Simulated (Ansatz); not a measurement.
## Electronic structure of BrFH$_{4}$O$_{2}$Si$_{2}$ (SMILES O[SiH2][Si](O)(F)Br) in real space

Input

```
crystal:
  periodic: [false, false, false]
  atoms:
    - { symbol: O, position_ang: [-2.2359, -0.206, -0.2627] }
    - { symbol: Si, position_ang: [-0.8207, -0.6869, -0.8671] }
    - { symbol: Si, position_ang: [0.9638, 0.4303, 0.103] }
    - { symbol: O, position_ang: [0.993, 0.3775, 1.7742] }
    - { symbol: F, position_ang: [2.3978, -0.2409, -0.3156] }
    - { symbol: Br, position_ang: [1.0316, 2.5827, -0.4483] }
    - { symbol: H, position_ang: [-2.4557, -0.39, 0.6517] }
    - { symbol: H, position_ang: [-0.7768, -0.492, -2.3484] }
    - { symbol: H, position_ang: [-0.7326, -2.1217, -0.5304] }
    - { symbol: H, position_ang: [1.7185, 0.6957, 2.2465] }
basis:
  gaussian: { orbitals: def2-SVP }
hamiltonian:
  xc: pbe
  dispersion: d4
relax:
  f_tol: 0.015
  max_steps: 40
output:
  orbitals: {}
```

Launched as:

```sh
ansatz run input.yaml --threads 2 --pin off --max-ram 3072MiB --backend cpu --events-out ev --progress --plain --runs-dir out
```

The fields are those of the relaxed geometry.

Method: RKS PBE-D4/def2-SVP (Ansatz 0.2.0).

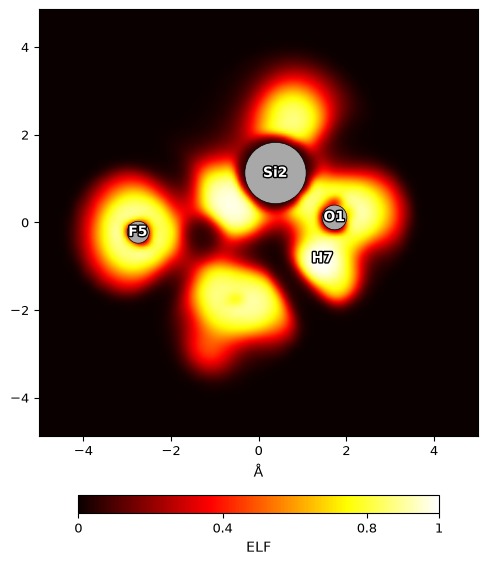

Figure 1. ELF on the plane of atoms Si2, O1 and H7. Grey discs cover the atomic cores.

> Describe what can be read from this map.

Atoms in the plane: O, Si, F and H.
Si–O (1.68 Å): the ELF peaks at about 0.85 between the atoms: a shared but strongly polarised pair.
O–H (0.98 Å): the ELF climbs to about 1 towards the hydrogen, as it does in any bond to H: a covalent bond by its length.
The ELF also peaks beside O4, F5 and O1, away from the bonds: lone-pair regions.

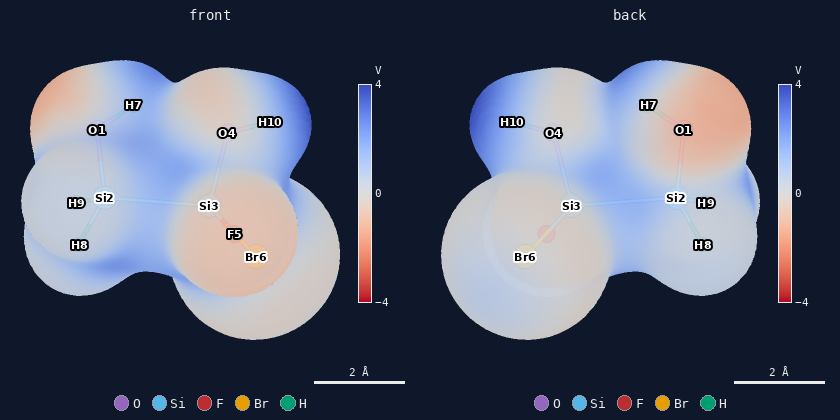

Figure 2. The electrostatic potential painted on the density surface at 0.004 e/bohr³, seen from the front and from behind; red is negative and blue positive.

> Which sites attract a positive test charge, and which a negative one?

A positive charge is drawn to the negative regions and a negative charge to the positive ones. The most negative region (about −1.4 V) lies over O1, the most positive (about +3.7 V) over H10. Br6 shows a σ-hole: about +0.7 V at the tip opposite its bond, against about −0.1 V on its flanks. O1 is the likeliest acceptor of a hydrogen bond.

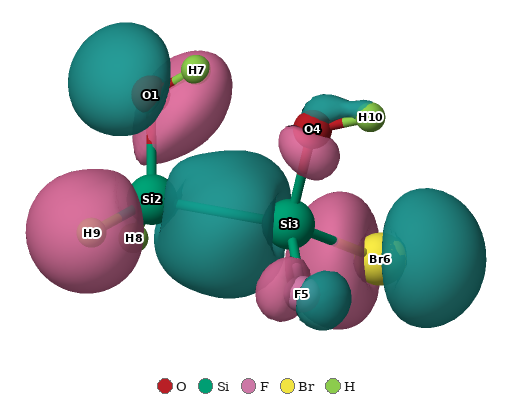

Figure 3. One frontier orbital at ±0.08 Å⁻³ᐟ² (teal and pink are the two phases), seen at a tilt.

> Which orbital is it: HOMO or LUMO?

The HOMO, at −6.85 eV. It lies mainly on O1 (about 30 %), Br6 (about 25 %), Si2 (about 15 %), Si3 (about 15 %) and H9 (about 10 %).
